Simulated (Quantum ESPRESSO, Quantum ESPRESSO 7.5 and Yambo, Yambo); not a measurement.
# A GW chain in Yambo: ZrSe2 (1T monolayer)

Aim: the G0W0 gap of ZrSe2 (1T monolayer) on PBE, step by step.

Main program and level: Quantum ESPRESSO 7.5 and Yambo 5.3.0; PBE and many-body steps on it, plane waves.

## 1. The structure

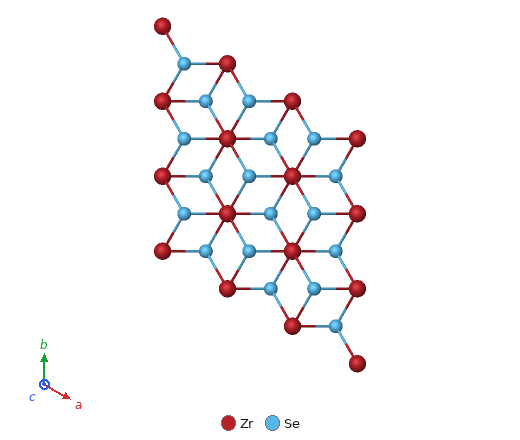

The cell as given, from above (zirconium red, selenium blue). 3×3×1 cells are drawn. Some periodic images of atoms are drawn too.

The cell holds 3 atoms: 1 Zr and 2 Se. Its edges and angles: a = 3.808 Å, b = 3.808 Å, c = 16.000 Å, α = 90.0°, β = 90.0°, γ = 120.0°. Vacuum lies along c.

As a file:

```cif
data_structure
_symmetry_space_group_name_H-M 'P 1'
_symmetry_Int_Tables_number 1
_cell_length_a 3.8082
_cell_length_b 3.8082
_cell_length_c 16.0000
_cell_angle_alpha 90.000
_cell_angle_beta 90.000
_cell_angle_gamma 120.000
_cell_volume 200.95
loop_
_atom_site_label
_atom_site_type_symbol
_atom_site_fract_x
_atom_site_fract_y
_atom_site_fract_z
_atom_site_occupancy
Zr1 Zr 0.00000 0.00000 0.50000 1
Se2 Se 0.33333 0.66667 0.59854 1
Se3 Se 0.66667 0.33333 0.40146 1
```

The structure was relaxed with PBE. The runs that relaxed it are not among those shown.

## 2. Ground state

This step: Quantum ESPRESSO 7.5; DFT, PBE, plane waves, norm-conserving pseudopotentials.

The ground-state density comes first.

pw.in reads:

```
&control
  calculation = 'scf'
  prefix = 'x'
  outdir = 'o'
  pseudo_dir = 'pseudo'
/
&system
  ibrav = 0
  nat = 3
  ntyp = 2
  ecutwfc = 104.0
  nbnd = 35
  force_symmorphic = .true.
/
&electrons
  conv_thr = 1e-10
  electron_maxstep = 80
  mixing_beta = 0.5
/
ATOMIC_SPECIES
  Zr 91.224 Zr.upf
  Se 78.971 Se.upf
CELL_PARAMETERS angstrom
  3.8082339048 -0.0000000002 0.0000000000
  -1.9041169522 3.2980273052 0.0000000000
  0.0000000000 0.0000000000 16.0000000000
ATOMIC_POSITIONS crystal
  Zr 0.0000000000 0.0000000000 0.5000000000
  Se 0.3333333333 0.6666666667 0.5985386119
  Se 0.6666666667 0.3333333333 0.4014613881
K_POINTS automatic
  9 9 1 0 0 0
```

The run is started by

```bash
> OMP_NUM_THREADS=1 mpirun -n 4 pw.x -nk 4 -in pw.in > pw.out
```

The program printed:

```text
Program PWSCF v.7.5 starts

     This program is part of the open-source Quantum ESPRESSO suite
     for quantum simulation of materials; please cite
         "P. Giannozzi et al., J. Phys.:Condens. Matter 21 395502 (2009);
         "P. Giannozzi et al., J. Phys.:Condens. Matter 29 465901 (2017);
         "P. Giannozzi et al., J. Chem. Phys. 152 154105 (2020);
     in publications or presentations arising from this work. More details at
     Message from routine setup:
     using ibrav=0 with symmetry is DISCOURAGED, use correct ibrav instead

     G-vector sticks info

     bravais-lattice index     =            0
     lattice parameter (alat)  =       7.1965  a.u.
     unit-cell volume          =    1356.1085 (a.u.)^3
     number of atoms/cell      =            3
     number of atomic types    =            2
     number of electrons       =        60.00
     number of Kohn-Sham states=           35
     kinetic-energy cutoff     =     104.0000  Ry
     charge density cutoff     =     416.0000  Ry
     scf convergence threshold =      1.0E-10
     mixing beta               =       0.5000
     number of iterations used =            8  plain     mixing
     Exchange-correlation= PBE
                           (   1   4   3   4   0   0   0)

     celldm(1)=   7.196519  celldm(2)=   0.000000  celldm(3)=   0.000000
     celldm(4)=   0.000000  celldm(5)=   0.000000  celldm(6)=   0.000000

     crystal axes: (cart. coord. in units of alat)
               a(1) = (   1.000000  -0.000000   0.000000 )
               a(2) = (  -0.500000   0.866025   0.000000 )
               a(3) = (   0.000000   0.000000   4.201423 )

     reciprocal axes: (cart. coord. in units 2 pi/alat)
               b(1) = (  1.000000  0.577350 -0.000000 )
               b(2) = (  0.000000  1.154701 -0.000000 )
               b(3) = ( -0.000000 -0.000000  0.238015 )
     Pseudo is Norm-conserving + core correction, Zval = 12.0
     Generated using ONCVPSP code by D. R. Hamann
     Using radial grid of 1622 points,  6 beta functions with:
     Pseudo is Norm-conserving + core correction, Zval = 24.0
     Generated using ONCVPSP code by D. R. Hamann
     Using radial grid of 1214 points,  6 beta functions with:
     Zr               12.00    91.22400     Zr( 1.00)
     Se               24.00    78.97100     Se( 1.00)

     12 Sym. Ops., with inversion, found

   Cartesian axes

     site n.     atom                  positions (alat units)
         1        Zr     tau(   1) = (   0.0000000   0.0000000   2.1007113  )
         2        Se     tau(   2) = (  -0.0000000   0.5773503   2.5147137  )
         3        Se     tau(   3) = (   0.5000000   0.2886751   1.6867089  )

     number of k points=    12
                       cart. coord. in units 2pi/alat
        k(    1) = (   0.0000000   0.0000000   0.0000000), wk =   0.0246914
        k(    2) = (   0.0000000   0.1283001   0.0000000), wk =   0.1481481
        k(    3) = (   0.0000000   0.2566001   0.0000000), wk =   0.1481481
        k(    4) = (   0.0000000   0.3849002   0.0000000), wk =   0.1481481
        k(    5) = (   0.0000000   0.5132002   0.0000000), wk =   0.1481481
        k(    6) = (   0.1111111   0.1924501   0.0000000), wk =   0.1481481
        k(    7) = (   0.1111111   0.3207501   0.0000000), wk =   0.2962963
        k(    8) = (   0.1111111   0.4490502   0.0000000), wk =   0.2962963
        k(    9) = (   0.1111111   0.5773503   0.0000000), wk =   0.1481481
        k(   10) = (   0.2222222   0.3849002   0.0000000), wk =   0.1481481
        k(   11) = (   0.2222222   0.5132002   0.0000000), wk =   0.2962963
        k(   12) = (   0.3333333   0.5773503   0.0000000), wk =   0.0493827

     Dense  grid:   194387 G-vectors     FFT dimensions: (  48,  48, 200)

     Initial potential from superposition of free atoms

     starting charge      59.9975, renormalised to      60.0000
     Starting wfcs are   36 randomized atomic wfcs

     per-process dynamical memory:   153.4 Mb

     Self-consistent Calculation

     iteration #  1     ecut=   104.00 Ry     beta= 0.50

     Threshold (ethr) on eigenvalues was too large:
     Diagonalizing with lowered threshold

     total energy              =   -1454.55970561 Ry
     estimated scf accuracy    <       0.12968825 Ry

     iteration #  2     ecut=   104.00 Ry     beta= 0.50

     total energy              =   -1454.57228075 Ry
     estimated scf accuracy    <       0.06106461 Ry

     iteration #  3     ecut=   104.00 Ry     beta= 0.50

     total energy              =   -1454.58702413 Ry
     estimated scf accuracy    <       0.02722589 Ry

     iteration #  4     ecut=   104.00 Ry     beta= 0.50

     total energy              =   -1454.59048778 Ry
     estimated scf accuracy    <       0.00089247 Ry

     iteration #  5     ecut=   104.00 Ry     beta= 0.50

     total energy              =   -1454.59054078 Ry
     estimated scf accuracy    <       0.00008453 Ry

     iteration #  6     ecut=   104.00 Ry     beta= 0.50

     total energy              =   -1454.59056178 Ry
     estimated scf accuracy    <       0.00001421 Ry

     iteration #  7     ecut=   104.00 Ry     beta= 0.50

     total energy              =   -1454.59056362 Ry
     estimated scf accuracy    <       0.00000013 Ry

     iteration #  8     ecut=   104.00 Ry     beta= 0.50

     total energy              =   -1454.59056369 Ry
     estimated scf accuracy    <       0.00000003 Ry

     iteration #  9     ecut=   104.00 Ry     beta= 0.50

     total energy              =   -1454.59056369 Ry
     estimated scf accuracy    <          5.1E-09 Ry

     iteration # 10     ecut=   104.00 Ry     beta= 0.50

     total energy              =   -1454.59056369 Ry
     estimated scf accuracy    <          9.3E-10 Ry

     iteration # 11     ecut=   104.00 Ry     beta= 0.50

     End of self-consistent calculation

          k = 0.0000 0.0000 0.0000 ( 24297 PWs)   bands (ev):

  -206.9615-206.9615-146.4447-146.4447-146.4447-146.4447-146.4402-146.4402
   -49.3026 -46.6269 -46.6269 -46.6267 -46.6267 -46.6192 -46.6192 -46.6189
   -46.6189 -46.6155 -46.6154 -27.3338 -27.2308 -27.2308 -12.7085 -11.8333
    -3.8018  -2.3170  -2.3170  -0.9055   0.1713   0.1713   1.3003   1.3003
     1.9068   4.6715   4.6715

          k = 0.0000 0.1283 0.0000 ( 24323 PWs)   bands (ev):

  -206.9615-206.9615-146.4447-146.4447-146.4447-146.4447-146.4402-146.4402
   -49.3015 -46.6269 -46.6267 -46.6266 -46.6266 -46.6192 -46.6192 -46.6189
   -46.6189 -46.6155 -46.6154 -27.3290 -27.2513 -27.2352 -12.6045 -11.8302
    -3.6536  -2.6216  -2.2593  -0.7186  -0.6302  -0.2147   1.3625   1.7259
     2.1662   4.0334   4.5876

          k = 0.0000 0.2566 0.0000 ( 24320 PWs)   bands (ev):

  -206.9615-206.9615-146.4447-146.4447-146.4447-146.4447-146.4402-146.4402
   -49.2988 -46.6268 -46.6267 -46.6265 -46.6260 -46.6192 -46.6191 -46.6189
   -46.6188 -46.6154 -46.6153 -27.3176 -27.3019 -27.2463 -12.3324 -11.8179
    -3.3142  -3.0012  -2.1550  -2.0235  -0.6935  -0.5076   1.1327   2.2821
     2.5681   3.7553   4.5437

          k = 0.0000 0.3849 0.0000 ( 24272 PWs)   bands (ev):

     [... further k-points ...]

     highest occupied, lowest unoccupied level (ev):     0.1713    0.7221

!    total energy              =   -1454.59056369 Ry
     estimated scf accuracy    <          3.8E-11 Ry

     The total energy is the sum of the following terms:
     one-electron contribution =   -3615.52263765 Ry
     hartree contribution      =    1741.87245158 Ry
     xc contribution           =    -135.38878054 Ry
     ewald contribution        =     554.44840292 Ry

     convergence has been achieved in  11 iterations

     XML data file, charge density, pseudopotentials, collected wavefunctions

=------------------------------------------------------------------------------=
   JOB DONE.
=------------------------------------------------------------------------------=
```

The job ended after 53 s (4 MPI ranks of Arm Neoverse V1, shared host; peak memory 0.98 GiB; 3.5 min of CPU time).

This step gave:

| Property | Result |
| --- | --- |
| total energy | -19790.7128 eV |
| gap | 0.5508 eV |
| k of the valence top | 0, 0, 0 |
| k of the conduction bottom | 0, 0.4444, 0 |
| least direct gap | 1.129 eV |

The gap is indirect, with the least direct gap 0.58 eV higher.

## 3. Bands along the symmetry lines

The cheap functional maps the bands first; the places of the edges decide which points the dearer methods must see.

pw.in reads:

```
&control
  calculation = 'bands'
  prefix = 'x'
  outdir = 'o'
  pseudo_dir = 'pseudo'
/
&system
  ibrav = 0
  nat = 3
  ntyp = 2
  ecutwfc = 104.0
  nbnd = 36
  force_symmorphic = .true.
/
&electrons
  conv_thr = 1e-9
  electron_maxstep = 80
  diago_full_acc = .true.
  diago_thr_init = 5e-6
/
ATOMIC_SPECIES
  Zr 91.224 Zr.upf
  Se 78.971 Se.upf
CELL_PARAMETERS angstrom
  3.8082339048 -0.0000000002 0.0000000000
  -1.9041169522 3.2980273052 0.0000000000
  0.0000000000 0.0000000000 16.0000000000
ATOMIC_POSITIONS crystal
  Zr 0.0000000000 0.0000000000 0.5000000000
  Se 0.3333333333 0.6666666667 0.5985386119
  Se 0.6666666667 0.3333333333 0.4014613881
K_POINTS crystal
  25
  0.00000000 0.00000000 0.00000000 1
  0.06250000 0.00000000 0.00000000 1
  0.12500000 0.00000000 0.00000000 1
  0.18750000 0.00000000 0.00000000 1
  0.25000000 0.00000000 0.00000000 1
  0.31250000 0.00000000 0.00000000 1
  0.37500000 0.00000000 0.00000000 1
  0.43750000 0.00000000 0.00000000 1
  0.50000000 0.00000000 0.00000000 1
  0.47916667 0.04166667 0.00000000 1
  0.45833333 0.08333333 0.00000000 1
  0.43750000 0.12500000 0.00000000 1
  0.41666666 0.16666666 0.00000000 1
  0.39583333 0.20833333 0.00000000 1
  0.37500000 0.25000000 0.00000000 1
  0.35416666 0.29166666 0.00000000 1
  0.33333333 0.33333333 0.00000000 1
  0.29166666 0.29166666 0.00000000 1
  0.25000000 0.25000000 0.00000000 1
  0.20833333 0.20833333 0.00000000 1
  0.16666666 0.16666666 0.00000000 1
  0.12500000 0.12500000 0.00000000 1
  0.08333333 0.08333333 0.00000000 1
  0.04166667 0.04166667 0.00000000 1
  0.00000000 0.00000000 0.00000000 1
```

The program printed:

```text
[banner, memory and clock lines left out]
Program PWSCF v.7.5 starts

     Atomic positions and unit cell read from directory:
     o/x.save/

     Message from routine setup:
     using ibrav=0 with symmetry is DISCOURAGED, use correct ibrav instead

     G-vector sticks info

     bravais-lattice index     =            0
     lattice parameter (alat)  =       7.1965  a.u.
     unit-cell volume          =    1356.1085 (a.u.)^3
     number of atoms/cell      =            3
     number of atomic types    =            2
     number of electrons       =        60.00
     number of Kohn-Sham states=           36
     kinetic-energy cutoff     =     104.0000  Ry
     charge density cutoff     =     416.0000  Ry
     Exchange-correlation= PBE
                           (   1   4   3   4   0   0   0)

     celldm(1)=   7.196519  celldm(2)=   0.000000  celldm(3)=   0.000000
     celldm(4)=   0.000000  celldm(5)=   0.000000  celldm(6)=   0.000000

     crystal axes: (cart. coord. in units of alat)
               a(1) = (   1.000000  -0.000000   0.000000 )
               a(2) = (  -0.500000   0.866025   0.000000 )
               a(3) = (   0.000000   0.000000   4.201423 )

     reciprocal axes: (cart. coord. in units 2 pi/alat)
               b(1) = (  1.000000  0.577350 -0.000000 )
               b(2) = (  0.000000  1.154701 -0.000000 )
               b(3) = ( -0.000000 -0.000000  0.238015 )
     Pseudo is Norm-conserving + core correction, Zval = 12.0
     Generated using ONCVPSP code by D. R. Hamann
     Using radial grid of 1622 points,  6 beta functions with:
     Pseudo is Norm-conserving + core correction, Zval = 24.0
     Generated using ONCVPSP code by D. R. Hamann
     Using radial grid of 1214 points,  6 beta functions with:
     Zr               12.00    91.22400     Zr( 1.00)
     Se               24.00    78.97100     Se( 1.00)

     12 Sym. Ops., with inversion, found

   Cartesian axes

     site n.     atom                  positions (alat units)
         1        Zr     tau(   1) = (   0.0000000   0.0000000   2.1007113  )
         2        Se     tau(   2) = (  -0.0000000   0.5773503   2.5147137  )
         3        Se     tau(   3) = (   0.5000000   0.2886751   1.6867089  )

     number of k points=    25
                       cart. coord. in units 2pi/alat
        k(    1) = (   0.0000000   0.0000000   0.0000000), wk =   0.0800000
        k(    2) = (   0.0625000   0.0360844   0.0000000), wk =   0.0800000
        k(    3) = (   0.1250000   0.0721688   0.0000000), wk =   0.0800000
[...]
[... 13 further rows ...]
        k(   24) = (   0.0416667   0.0721688   0.0000000), wk =   0.0800000
        k(   25) = (   0.0000000   0.0000000   0.0000000), wk =   0.0800000

     Dense  grid:   194387 G-vectors     FFT dimensions: (  48,  48, 200)

     The potential is recalculated from file :
     o/x.save/charge-density

     Starting wfcs are   36 randomized atomic wfcs

     Band Structure Calculation

     End of band structure calculation

          k = 0.0000 0.0000 0.0000 ( 24297 PWs)   bands (ev):

  -206.9615-206.9615-146.4448-146.4448-146.4448-146.4448-146.4402-146.4402
   -49.3027 -46.6269 -46.6269 -46.6267 -46.6267 -46.6192 -46.6192 -46.6189
   -46.6189 -46.6155 -46.6154 -27.3339 -27.2309 -27.2309 -12.7085 -11.8333
    -3.8019  -2.3171  -2.3171  -0.9055   0.1713   0.1713   1.3002   1.3003
     1.9068   4.5064   4.6715   4.6715

          k = 0.0625 0.0361 0.0000 ( 24307 PWs)   bands (ev):

  -206.9615-206.9615-146.4448-146.4448-146.4448-146.4448-146.4402-146.4402
[...]
1.9981   4.3687   4.6342   4.6394

          k = 0.1250 0.0722 0.0000 ( 24316 PWs)   bands (ev):

  -206.9615-206.9615-146.4448-146.4448-146.4448-146.4448-146.4402-146.4402
[...]
2.2193   3.9513   4.5730   4.9319

[...]
k = 0.0417 0.0722 0.0000 ( 24317 PWs)   bands (ev):

  -206.9615-206.9615-146.4448-146.4448-146.4448-146.4448-146.4402-146.4402
[...]
2.0299   4.3121   4.5846   4.7026

          k = 0.0000 0.0000 0.0000 ( 24297 PWs)   bands (ev):

  -206.9615-206.9615-146.4448-146.4448-146.4448-146.4448-146.4402-146.4402
[...]
-46.6189 -46.6155 -46.6154 -27.3339 -27.2309 -27.2309 -12.7085 -11.8333
    -3.8019  -2.3171  -2.3171  -0.9055   0.1713   0.1713   1.3002   1.3003
     1.9068   4.5064   4.6715   4.6715

     XML data file, pseudopotentials, collected wavefunctions
```

It took 25 s on 4 MPI ranks; peak memory 0.74 GiB; 1.7 min of CPU time.

Numbers from this step:

```yaml
gap: 0.5296 eV
k_of_the_valence_top: 0, 0, 0
k_of_the_conduction_bottom: 0.5, 0, 0
least_direct_gap: 1.129 eV
```

The gap is 0.530 eV, −0.021 eV from the run before at this level.

Electronic bands along the path, in eV, zero at the top of the highest filled band:

```
point  band 27  band 28  band 29  band 30  band 31  band 32  band 33  band 34
    Γ    -2.49    -1.08     0.00     0.00     1.13     1.13     1.74     4.34
    M    -2.47    -2.41    -1.45    -1.05     0.53     2.57     2.91     4.75
    K    -3.37    -2.06    -2.06    -1.92     1.84     2.44     2.44     4.39
    Γ    -2.49    -1.08     0.00     0.00     1.13     1.13     1.74     4.34
```

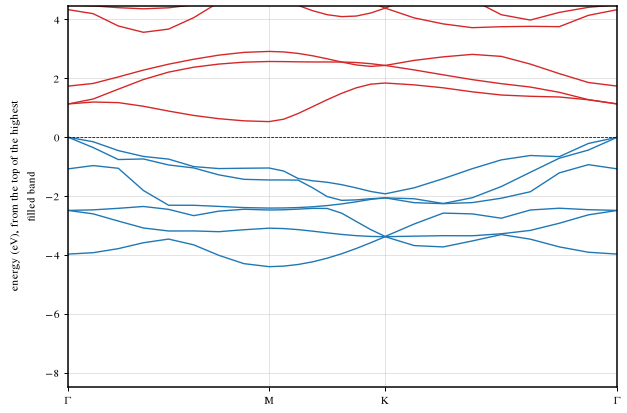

Electronic bands along the path; lines of filled and empty bands in two colours.

(Part 1 of 3 ends here.)

[Paths, hosts, dates, memory and timing lines, banners, echoed tables and standing remarks are left out of the program output.]

[Logs are printed without paths, hosts, clocks, repeated set-up lines and the standing remarks that a program may print on its own settings, such as how far it seeks lower states.]

[Runs of the session that timed out or met a known fault of the program may be left out.]

[Hosts, paths, dates, database ids (printed as entryN), source tags and the programs' standing remarks are cut or masked in the printed files.]
